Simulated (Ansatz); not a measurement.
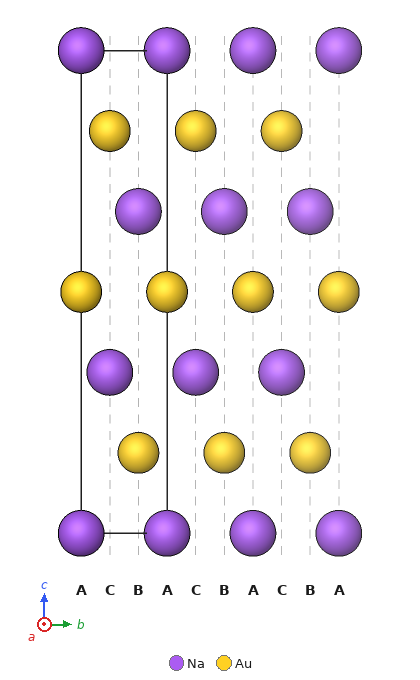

Projection along an edge of the hexagonal mesh, stacking direction c upwards. The dashed lines mark the three columns A (0, 0), B (1/3, 2/3) and C (2/3, 1/3). The sequence starts with the first layer at or above the cell's origin.

System NaAu; source of the atomic positions: the end point of a relaxation with Ansatz, DFT PBE, scalar-relativistic, plane waves, PAW; the starting structure was generated, so it need not be a known form of this composition.

### Read off the stacking sequence over one period.

Na(A) – Au(B) – Na(C) – Au(A) – Na(B) – Au(C) (six layers in 14.91 Å).

### Taking all atoms as equal spheres, what packing is it?

As equal spheres, ABCABC: cubic close packing.

Heights of the layers:

| layer | atoms (column) | height (Å) | to next (Å) |
| --- | --- | --- | --- |
| 1 | Na(A) | 0.00 | 2.48 |
| 2 | Au(B) | 2.48 | 2.48 |
| 3 | Na(C) | 4.97 | 2.48 |
| 4 | Au(A) | 7.45 | 2.48 |
| 5 | Na(B) | 9.94 | 2.48 |
| 6 | Au(C) | 12.42 | 2.48 |
